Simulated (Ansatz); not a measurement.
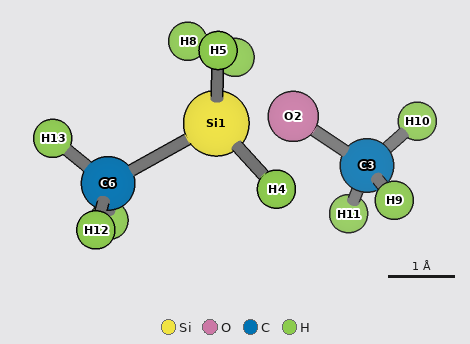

**Figure 1.** The structure as given in the input (ball-and-stick view, seen at a tilt; atoms are numbered from 1 in the order of the input). Bond lengths as drawn: C–H 1.08 to 1.10 Å, C–O 1.40 Å, C–Si 1.90 Å and H–Si 1.46 to 1.48 Å.

**Molecular dynamics, with input and output: C$_{2}$H$_{10}$OSi (part 1 of 3)**

The run: molecular dynamics of C$_{2}$H$_{10}$OSi. Method and program: UKS PBE-D4/STO-3G (Ansatz 0.2.0).

It belongs to a series of runs on one base structure; here: dynamics from the start. Figures and captions count atoms from 1; the log counts them from 0 in places.

Output
```
Engine: ansatz 0.2.0, x86_64-unknown-linux-gnu
Functional definition: PBE
  parameter kappa = 0.804
  parameter beta = 0.06672455060314922
  exchange = pbe_x(kappa = kappa, mu = beta*pi^2/3)
  correlation = pbe_c(beta = beta)
487 factors; integrals over basis functions are off by at most 1.4e-5 eV
mean field evaluation 1: about -12001.6889 eV, gradient 1.6e1 eV
mean field evaluation 2: about -11998.4019 eV, gradient 2.8e1 eV
mean field evaluation 4: about -12003.4615 eV, gradient 1.1e0 eV
mean field evaluation 8: about -12003.3523 eV, gradient 2.7e-2 eV
mean field -12003.35230465 eV, -441.1150610313 hartree, gradient 2.0e-5 eV, S^2 0.000000; 0 other end points of the search recorded, 0 dependent functions left out
the calculation of the forces begins
reference -12003.35233084 eV, -441.1150619940 hartree; 22, 22 occupied and 12, 12 virtual orbitals, 487 factors
md step     0: t =     0.00 fs  T =  1000.0 K  F+E_penalty+E_count = -12003.60422744 eV  E_kin = 1.551120 eV  conserved = -12002.05310745 eV  (24 SCF iters)
these checks for a lower state are left out or cut short: starts, cluster_reference, orbital_swaps, neighbouring_geometries, increment
487 factors; integrals over basis functions are off by at most 1.4e-5 eV
mean field evaluation 16: about -12003.4378 eV, gradient 9.0e-3 eV
mean field -12003.32096425 eV, -441.1139092930 hartree, gradient 2.3e-5 eV, S^2 0.000000; 0 other end points of the search recorded, 0 dependent functions left out
the calculation of the forces begins
reference -12003.32099045 eV, -441.1139102560 hartree; 22, 22 occupied and 12, 12 virtual orbitals, 487 factors
md step     1: t =     0.50 fs  T =   980.6 K  F+E_penalty+E_count = -12003.57357096 eV  E_kin = 1.521041 eV  conserved = -12002.05253015 eV  (26 SCF iters, 3 dispersion substeps)
[... from here on the SCF iterations and repeated set-up lines of each step are left out, up to the last step ...]
md step     2: t =     1.00 fs  T =   904.1 K  F+E_penalty+E_count = -12003.45169964 eV  E_kin = 1.402321 eV  conserved = -12002.04937867 eV  (26 SCF iters, 3 dispersion substeps)
md step     3: t =     1.50 fs  T =   801.9 K  F+E_penalty+E_count = -12003.28896429 eV  E_kin = 1.243811 eV  conserved = -12002.04515379 eV  (26 SCF iters, 3 dispersion substeps)
md step     4: t =     2.00 fs  T =   714.7 K  F+E_penalty+E_count = -12003.15080619 eV  E_kin = 1.108585 eV  conserved = -12002.04222094 eV  (26 SCF iters, 3 dispersion substeps)
md step     5: t =     2.50 fs  T =   671.1 K  F+E_penalty+E_count = -12003.08288620 eV  E_kin = 1.041004 eV  conserved = -12002.04188199 eV  (27 SCF iters, 3 dispersion substeps)
md step     6: t =     3.00 fs  T =   675.8 K  F+E_penalty+E_count = -12003.09165025 eV  E_kin = 1.048228 eV  conserved = -12002.04342246 eV  (27 SCF iters, 3 dispersion substeps)
md step     7: t =     3.50 fs  T =   714.5 K  F+E_penalty+E_count = -12003.15360204 eV  E_kin = 1.108248 eV  conserved = -12002.04535444 eV  (27 SCF iters, 3 dispersion substeps)
md step     8: t =     4.00 fs  T =   767.3 K  F+E_penalty+E_count = -12003.23698301 eV  E_kin = 1.190129 eV  conserved = -12002.04685432 eV  (27 SCF iters, 3 dispersion substeps)
md step     9: t =     4.50 fs  T =   817.1 K  F+E_penalty+E_count = -12003.31535156 eV  E_kin = 1.267488 eV  conserved = -12002.04786343 eV  (27 SCF iters, 3 dispersion substeps)
md step    10: t =     5.00 fs  T =   852.0 K  F+E_penalty+E_count = -12003.37002709 eV  E_kin = 1.321498 eV  conserved = -12002.04852867 eV  (27 SCF iters, 3 dispersion substeps)
md step    11: t =     5.50 fs  T =   863.8 K  F+E_penalty+E_count = -12003.38872771 eV  E_kin = 1.339883 eV  conserved = -12002.04884511 eV  (27 SCF iters, 3 dispersion substeps)
md step    12: t =     6.00 fs  T =   849.2 K  F+E_penalty+E_count = -12003.36583018 eV  E_kin = 1.317197 eV  conserved = -12002.04863326 eV  (27 SCF iters, 3 dispersion substeps)
md step    13: t =     6.50 fs  T =   810.5 K  F+E_penalty+E_count = -12003.30490109 eV  E_kin = 1.257193 eV  conserved = -12002.04770770 eV  (27 SCF iters, 3 dispersion substeps)
md step    14: t =     7.00 fs  T =   757.4 K  F+E_penalty+E_count = -12003.22102278 eV  E_kin = 1.174881 eV  conserved = -12002.04614168 eV  (27 SCF iters, 3 dispersion substeps)
md step    15: t =     7.50 fs  T =   705.7 K  F+E_penalty+E_count = -12003.13902421 eV  E_kin = 1.094555 eV  conserved = -12002.04446937 eV  (27 SCF iters, 3 dispersion substeps)
md step    16: t =     8.00 fs  T =   671.4 K  F+E_penalty+E_count = -12003.08493236 eV  E_kin = 1.041372 eV  conserved = -12002.04356050 eV  (27 SCF iters, 3 dispersion substeps)
md step    17: t =     8.50 fs  T =   663.2 K  F+E_penalty+E_count = -12003.07281356 eV  E_kin = 1.028709 eV  conserved = -12002.04410447 eV  (27 SCF iters, 3 dispersion substeps)
md step    18: t =     9.00 fs  T =   676.1 K  F+E_penalty+E_count = -12003.09476505 eV  E_kin = 1.048730 eV  conserved = -12002.04603458 eV  (25 SCF iters, 3 dispersion substeps)
md step    19: t =     9.50 fs  T =   692.4 K  F+E_penalty+E_count = -12003.12238523 eV  E_kin = 1.073995 eV  conserved = -12002.04839010 eV  (27 SCF iters, 3 dispersion substeps)
md step    20: t =    10.00 fs  T =   691.0 K  F+E_penalty+E_count = -12003.12161427 eV  E_kin = 1.071873 eV  conserved = -12002.04974161 eV  (28 SCF iters, 3 dispersion substeps)
md step    21: t =    10.50 fs  T =   661.1 K  F+E_penalty+E_count = -12003.07435281 eV  E_kin = 1.025380 eV  conserved = -12002.04897316 eV  (27 SCF iters, 3 dispersion substeps)
md step    22: t =    11.00 fs  T =   611.4 K  F+E_penalty+E_count = -12002.99459784 eV  E_kin = 0.948402 eV  conserved = -12002.04619575 eV  (27 SCF iters, 3 dispersion substeps)
md step    23: t =    11.50 fs  T =   568.8 K  F+E_penalty+E_count = -12002.92545625 eV  E_kin = 0.882240 eV  conserved = -12002.04321668 eV  (28 SCF iters, 3 dispersion substeps)
md step    24: t =    12.00 fs  T =   560.4 K  F+E_penalty+E_count = -12002.91166945 eV  E_kin = 0.869245 eV  conserved = -12002.04242431 eV  (28 SCF iters, 3 dispersion substeps)
md step    25: t =    12.50 fs  T =   593.6 K  F+E_penalty+E_count = -12002.96511875 eV  E_kin = 0.920673 eV  conserved = -12002.04444557 eV  (28 SCF iters, 3 dispersion substeps)
md step    26: t =    13.00 fs  T =   650.0 K  F+E_penalty+E_count = -12003.05571837 eV  E_kin = 1.008179 eV  conserved = -12002.04753970 eV  (29 SCF iters, 3 dispersion substeps)
md step    27: t =    13.50 fs  T =   700.3 K  F+E_penalty+E_count = -12003.13590289 eV  E_kin = 1.086283 eV  conserved = -12002.04962016 eV  (28 SCF iters, 3 dispersion substeps)
md step    28: t =    14.00 fs  T =   723.1 K  F+E_penalty+E_count = -12003.17153530 eV  E_kin = 1.121581 eV  conserved = -12002.04995454 eV  (27 SCF iters, 3 dispersion substeps)
md step    29: t =    14.50 fs  T =   712.8 K  F+E_penalty+E_count = -12003.15458090 eV  E_kin = 1.105620 eV  conserved = -12002.04896128 eV  (27 SCF iters, 3 dispersion substeps)
md step    30: t =    15.00 fs  T =   677.6 K  F+E_penalty+E_count = -12003.09832047 eV  E_kin = 1.050980 eV  conserved = -12002.04734036 eV  (27 SCF iters, 3 dispersion substeps)
md step    31: t =    15.50 fs  T =   632.7 K  F+E_penalty+E_count = -12003.02696202 eV  E_kin = 0.981342 eV  conserved = -12002.04562006 eV  (27 SCF iters, 3 dispersion substeps)
md step    32: t =    16.00 fs  T =   595.0 K  F+E_penalty+E_count = -12002.96701642 eV  E_kin = 0.922893 eV  conserved = -12002.04412350 eV  (27 SCF iters, 3 dispersion substeps)
md step    33: t =    16.50 fs  T =   579.5 K  F+E_penalty+E_count = -12002.94187784 eV  E_kin = 0.898822 eV  conserved = -12002.04305625 eV  (27 SCF iters, 3 dispersion substeps)
md step    34: t =    17.00 fs  T =   596.9 K  F+E_penalty+E_count = -12002.96845946 eV  E_kin = 0.925874 eV  conserved = -12002.04258533 eV  (27 SCF iters, 3 dispersion substeps)
md step    35: t =    17.50 fs  T =   652.1 K  F+E_penalty+E_count = -12003.05430713 eV  E_kin = 1.011429 eV  conserved = -12002.04287831 eV  (27 SCF iters, 3 dispersion substeps)
md step    36: t =    18.00 fs  T =   741.8 K  F+E_penalty+E_count = -12003.19471711 eV  E_kin = 1.150650 eV  conserved = -12002.04406705 eV  (27 SCF iters, 3 dispersion substeps)
md step    37: t =    18.50 fs  T =   854.0 K  F+E_penalty+E_count = -12003.37082542 eV  E_kin = 1.324711 eV  conserved = -12002.04611431 eV  (26 SCF iters, 3 dispersion substeps)
md step    38: t =    19.00 fs  T =   968.4 K  F+E_penalty+E_count = -12003.55081231 eV  E_kin = 1.502173 eV  conserved = -12002.04863932 eV  (27 SCF iters, 3 dispersion substeps)
md step    39: t =    19.50 fs  T =  1061.0 K  F+E_penalty+E_count = -12003.69662232 eV  E_kin = 1.645774 eV  conserved = -12002.05084822 eV  (27 SCF iters, 3 dispersion substeps)
md step    40: t =    20.00 fs  T =  1112.2 K  F+E_penalty+E_count = -12003.77687114 eV  E_kin = 1.725184 eV  conserved = -12002.05168733 eV  (27 SCF iters, 3 dispersion substeps)
md step    41: t =    20.50 fs  T =  1116.8 K  F+E_penalty+E_count = -12003.78274252 eV  E_kin = 1.732331 eV  conserved = -12002.05041105 eV  (27 SCF iters, 3 dispersion substeps)
md step    42: t =    21.00 fs  T =  1089.7 K  F+E_penalty+E_count = -12003.73791626 eV  E_kin = 1.690263 eV  conserved = -12002.04765299 eV  (26 SCF iters, 3 dispersion substeps)
md step    43: t =    21.50 fs  T =  1056.8 K  F+E_penalty+E_count = -12003.68471744 eV  E_kin = 1.639163 eV  conserved = -12002.04555452 eV  (26 SCF iters, 3 dispersion substeps)
md step    44: t =    22.00 fs  T =  1045.7 K  F+E_penalty+E_count = -12003.66979084 eV  E_kin = 1.621982 eV  conserved = -12002.04780843 eV  (26 SCF iters, 3 dispersion substeps)
md step    45: t =    22.50 fs  T =  1047.3 K  F+E_penalty+E_count = -12003.67543911 eV  E_kin = 1.624412 eV  conserved = -12002.05102676 eV  (26 SCF iters, 3 dispersion substeps)
md step    46: t =    23.00 fs  T =  1047.9 K  F+E_penalty+E_count = -12003.67320194 eV  E_kin = 1.625461 eV  conserved = -12002.04774116 eV  (26 SCF iters, 3 dispersion substeps)
md step    47: t =    23.50 fs  T =  1083.3 K  F+E_penalty+E_count = -12003.72153649 eV  E_kin = 1.680365 eV  conserved = -12002.04117128 eV  (26 SCF iters, 3 dispersion substeps)
md step    48: t =    24.00 fs  T =  1197.3 K  F+E_penalty+E_count = -12003.90310074 eV  E_kin = 1.857100 eV  conserved = -12002.04600068 eV  (26 SCF iters, 3 dispersion substeps)
md step    49: t =    24.50 fs  T =  1346.5 K  F+E_penalty+E_count = -12004.14486098 eV  E_kin = 2.088649 eV  conserved = -12002.05621152 eV  (26 SCF iters, 3 dispersion substeps)
md step    50: t =    25.00 fs  T =  1441.4 K  F+E_penalty+E_count = -12004.29389696 eV  E_kin = 2.235731 eV  conserved = -12002.05816625 eV  (26 SCF iters, 3 dispersion substeps)
md step    51: t =    25.50 fs  T =  1450.5 K  F+E_penalty+E_count = -12004.30347344 eV  E_kin = 2.249871 eV  conserved = -12002.05360214 eV  (26 SCF iters, 3 dispersion substeps)
md step    52: t =    26.00 fs  T =  1408.8 K  F+E_penalty+E_count = -12004.23376380 eV  E_kin = 2.185251 eV  conserved = -12002.04851302 eV  (26 SCF iters, 3 dispersion substeps)
md step    53: t =    26.50 fs  T =  1360.5 K  F+E_penalty+E_count = -12004.15516835 eV  E_kin = 2.110300 eV  conserved = -12002.04486817 eV  (26 SCF iters, 3 dispersion substeps)
md step    54: t =    27.00 fs  T =  1336.0 K  F+E_penalty+E_count = -12004.11448435 eV  E_kin = 2.072325 eV  conserved = -12002.04215975 eV  (26 SCF iters, 3 dispersion substeps)
md step    55: t =    27.50 fs  T =  1366.3 K  F+E_penalty+E_count = -12004.16046166 eV  E_kin = 2.119220 eV  conserved = -12002.04124187 eV  (26 SCF iters, 3 dispersion substeps)
md step    56: t =    28.00 fs  T =  1461.4 K  F+E_penalty+E_count = -12004.30895246 eV  E_kin = 2.266800 eV  conserved = -12002.04215272 eV  (26 SCF iters, 3 dispersion substeps)
md step    57: t =    28.50 fs  T =  1609.6 K  F+E_penalty+E_count = -12004.54238737 eV  E_kin = 2.496747 eV  conserved = -12002.04564037 eV  (24 SCF iters, 3 dispersion substeps)
md step    58: t =    29.00 fs  T =  1774.6 K  F+E_penalty+E_count = -12004.80316559 eV  E_kin = 2.752565 eV  conserved = -12002.05060041 eV  (26 SCF iters, 3 dispersion substeps)
md step    59: t =    29.50 fs  T =  1911.6 K  F+E_penalty+E_count = -12005.02417959 eV  E_kin = 2.965053 eV  conserved = -12002.05912676 eV  (25 SCF iters, 3 dispersion substeps)
md step    60: t =    30.00 fs  T =  1947.2 K  F+E_penalty+E_count = -12005.08576140 eV  E_kin = 3.020386 eV  conserved = -12002.06537549 eV  (26 SCF iters, 3 dispersion substeps)
md step    61: t =    30.50 fs  T =  1847.5 K  F+E_penalty+E_count = -12004.92324144 eV  E_kin = 2.865747 eV  conserved = -12002.05749453 eV  (26 SCF iters, 3 dispersion substeps)
md step    62: t =    31.00 fs  T =  1708.8 K  F+E_penalty+E_count = -12004.68750967 eV  E_kin = 2.650478 eV  conserved = -12002.03703120 eV  (26 SCF iters, 3 dispersion substeps)
md step    63: t =    31.50 fs  T =  1698.7 K  F+E_penalty+E_count = -12004.67125146 eV  E_kin = 2.634833 eV  conserved = -12002.03641802 eV  (25 SCF iters, 3 dispersion substeps)
md step    64: t =    32.00 fs  T =  1827.5 K  F+E_penalty+E_count = -12004.88822440 eV  E_kin = 2.834745 eV  conserved = -12002.05347911 eV  (26 SCF iters, 3 dispersion substeps)
md step    65: t =    32.50 fs  T =  1954.9 K  F+E_penalty+E_count = -12005.09280585 eV  E_kin = 3.032348 eV  conserved = -12002.06045818 eV  (26 SCF iters, 3 dispersion substeps)
md step    66: t =    33.00 fs  T =  1993.0 K  F+E_penalty+E_count = -12005.14928864 eV  E_kin = 3.091430 eV  conserved = -12002.05785878 eV  (26 SCF iters, 3 dispersion substeps)
md step    67: t =    33.50 fs  T =  1947.6 K  F+E_penalty+E_count = -12005.07424931 eV  E_kin = 3.020944 eV  conserved = -12002.05330572 eV  (26 SCF iters, 3 dispersion substeps)
md step    68: t =    34.00 fs  T =  1855.6 K  F+E_penalty+E_count = -12004.92759738 eV  E_kin = 2.878251 eV  conserved = -12002.04934649 eV  (26 SCF iters, 3 dispersion substeps)
md step    69: t =    34.50 fs  T =  1748.6 K  F+E_penalty+E_count = -12004.75784379 eV  E_kin = 2.712360 eV  conserved = -12002.04548355 eV  (26 SCF iters, 3 dispersion substeps)
md step    70: t =    35.00 fs  T =  1664.3 K  F+E_penalty+E_count = -12004.62468168 eV  E_kin = 2.581496 eV  conserved = -12002.04318596 eV  (26 SCF iters, 3 dispersion substeps)
md step    71: t =    35.50 fs  T =  1623.8 K  F+E_penalty+E_count = -12004.56183558 eV  E_kin = 2.518720 eV  conserved = -12002.04311536 eV  (26 SCF iters, 3 dispersion substeps)
md step    72: t =    36.00 fs  T =  1625.7 K  F+E_penalty+E_count = -12004.56687954 eV  E_kin = 2.521678 eV  conserved = -12002.04520136 eV  (26 SCF iters, 3 dispersion substeps)
md step    73: t =    36.50 fs  T =  1652.4 K  F+E_penalty+E_count = -12004.61420251 eV  E_kin = 2.563028 eV  conserved = -12002.05117419 eV  (26 SCF iters, 3 dispersion substeps)
md step    74: t =    37.00 fs  T =  1650.6 K  F+E_penalty+E_count = -12004.61805604 eV  E_kin = 2.560246 eV  conserved = -12002.05780962 eV  (27 SCF iters, 3 dispersion substeps)
md step    75: t =    37.50 fs  T =  1578.4 K  F+E_penalty+E_count = -12004.50209465 eV  E_kin = 2.448315 eV  conserved = -12002.05378014 eV  (27 SCF iters, 3 dispersion substeps)
md step    76: t =    38.00 fs  T =  1499.0 K  F+E_penalty+E_count = -12004.36097180 eV  E_kin = 2.325137 eV  conserved = -12002.03583508 eV  (25 SCF iters, 3 dispersion substeps)
md step    77: t =    38.50 fs  T =  1555.4 K  F+E_penalty+E_count = -12004.44903410 eV  E_kin = 2.412540 eV  conserved = -12002.03649385 eV  (27 SCF iters, 3 dispersion substeps)
md step    78: t =    39.00 fs  T =  1737.1 K  F+E_penalty+E_count = -12004.75282889 eV  E_kin = 2.694376 eV  conserved = -12002.05845279 eV  (27 SCF iters, 3 dispersion substeps)
md step    79: t =    39.50 fs  T =  1865.8 K  F+E_penalty+E_count = -12004.96110834 eV  E_kin = 2.894051 eV  conserved = -12002.06705690 eV  (27 SCF iters, 3 dispersion substeps)
md step    80: t =    40.00 fs  T =  1839.1 K  F+E_penalty+E_count = -12004.91447742 eV  E_kin = 2.852609 eV  conserved = -12002.06186815 eV  (27 SCF iters, 3 dispersion substeps)
md step    81: t =    40.50 fs  T =  1686.6 K  F+E_penalty+E_count = -12004.66970765 eV  E_kin = 2.616170 eV  conserved = -12002.05353780 eV  (27 SCF iters, 3 dispersion substeps)
md step    82: t =    41.00 fs  T =  1488.2 K  F+E_penalty+E_count = -12004.35406910 eV  E_kin = 2.308310 eV  conserved = -12002.04575887 eV  (27 SCF iters, 3 dispersion substeps)
md step    83: t =    41.50 fs  T =  1321.0 K  F+E_penalty+E_count = -12004.08788431 eV  E_kin = 2.049090 eV  conserved = -12002.03879466 eV  (27 SCF iters, 3 dispersion substeps)
md step    84: t =    42.00 fs  T =  1253.9 K  F+E_penalty+E_count = -12003.98098588 eV  E_kin = 1.944904 eV  conserved = -12002.03608193 eV  (27 SCF iters, 3 dispersion substeps)
md step    85: t =    42.50 fs  T =  1312.5 K  F+E_penalty+E_count = -12004.07518244 eV  E_kin = 2.035851 eV  conserved = -12002.03933121 eV  (27 SCF iters, 3 dispersion substeps)
md step    86: t =    43.00 fs  T =  1465.5 K  F+E_penalty+E_count = -12004.32026710 eV  E_kin = 2.273223 eV  conserved = -12002.04704413 eV  (27 SCF iters, 3 dispersion substeps)
md step    87: t =    43.50 fs  T =  1638.4 K  F+E_penalty+E_count = -12004.59945265 eV  E_kin = 2.541388 eV  conserved = -12002.05806485 eV  (27 SCF iters, 3 dispersion substeps)
md step    88: t =    44.00 fs  T =  1728.4 K  F+E_penalty+E_count = -12004.74722849 eV  E_kin = 2.680899 eV  conserved = -12002.06632991 eV  (27 SCF iters, 3 dispersion substeps)
md step    89: t =    44.50 fs  T =  1678.1 K  F+E_penalty+E_count = -12004.66222930 eV  E_kin = 2.602996 eV  conserved = -12002.05923342 eV  (27 SCF iters, 3 dispersion substeps)
md step    90: t =    45.00 fs  T =  1572.6 K  F+E_penalty+E_count = -12004.47789750 eV  E_kin = 2.439328 eV  conserved = -12002.03856978 eV  (27 SCF iters, 3 dispersion substeps)
md step    91: t =    45.50 fs  T =  1572.9 K  F+E_penalty+E_count = -12004.48028898 eV  E_kin = 2.439735 eV  conserved = -12002.04055348 eV  (27 SCF iters, 3 dispersion substeps)
md step    92: t =    46.00 fs  T =  1667.7 K  F+E_penalty+E_count = -12004.64517966 eV  E_kin = 2.586853 eV  conserved = -12002.05832642 eV  (27 SCF iters, 3 dispersion substeps)
```
